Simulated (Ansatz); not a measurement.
Fields on a plane of PbTe (rock salt)

```
CELL_PARAMETERS angstrom
      0.00000     3.28451     3.28451
      3.28451     0.00000     3.28451
      3.28451     3.28451     0.00000
ATOMIC_POSITIONS crystal
  Te 0.00000 0.00000 0.00000
  Pb 0.50000 0.50000 0.50000
```

The slice is a {100} plane (indices of the conventional cell) through the point (0.000, 0.000, 0.000) (fractional), spanned by u = [100] and v = [0 1 -1] in vectors of this cell: u (4.64 Å) and v (4.64 Å, at 90° to u). It covers one period; positions are fractions (u, v).

Atoms on it: Te at (0.00, 0.00); Pb at (0.50, 0.50).

Computed with PBE (plane waves to 420 eV, PAW, scalar-relativistic; Ansatz, a first-principles code). k mesh 9×9×9. Near the nuclei the fields are pseudised (PAW); where an atom keeps semicore shells as valence, they peak there. PbTe was relaxed with its symmetry unable to fall. Spin-orbit coupling is left out, though Pb and Te are heavy.

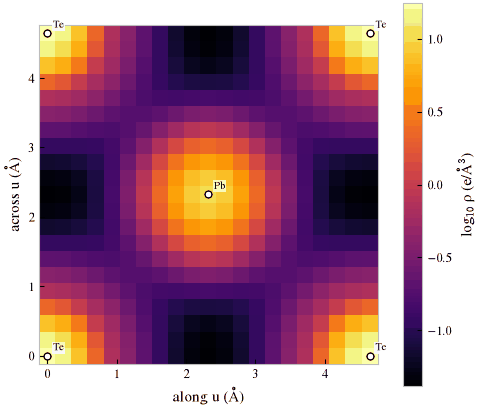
Log₁₀ of the valence density in e/Å³, one period of the plane, atoms marked. The scale is logarithmic, as a density can span decades between atoms and voids.

```
|xx.+#@@*:   :*@@#+.x|
|x.=*%@@+:   :+@@%*=.|
|=+*#@@#-.....-#@@#*+|
|##%@@#=::---::=#@@%#|
|@@@@#=---===---=#@@@|
|@@@#=--=+***+=--=#@@|
|#*+-:-=+++=+++=-:-+*|
|:::.:-++-.x.-++-:.::|
|   .-=*+.xxx.+*=-.  |
|   .-=*=xxxxx=*=-.  |
|   .-=*+.xxx.+*=-.  |
|:::.:-++-.x.-++-:.::|
|#*+-:-=+++=+++=-:-+*|
|@@@#=--=+***+=--=#@@|
|@@@@#=---===---=#@@@|
|##%@@#=::---::=#@@%#|
|=+*#@@#-.....-#@@#*+|
|x.=*%@@+:   :+@@%*=.|
|xx.+#@@*:   :*@@#+.x|
|xxx=#@@#:   :#@@#=xx|
```
Scale: ten equal steps from 0.06 (start of ' ') to 0.67 (end of '@'), in the order ' .:-=+*#%@'. Values: electron localisation function (ELF). The map has 20 points along u (one character each, u = 0 at the left) and 20 along v (v = 0 in the bottom row). Points within 0.5 Å of a nucleus are blanked (x), as the pseudised field means little there.

Density on the Te–Pb line (3.28 Å) at its density minimum, 1.7 Å from Te: 0.18 e/Å³
ELF at that point: 0.3
ELF maximum in the middle third of the Te–Pb line: 0.66, 1.3 Å from Te
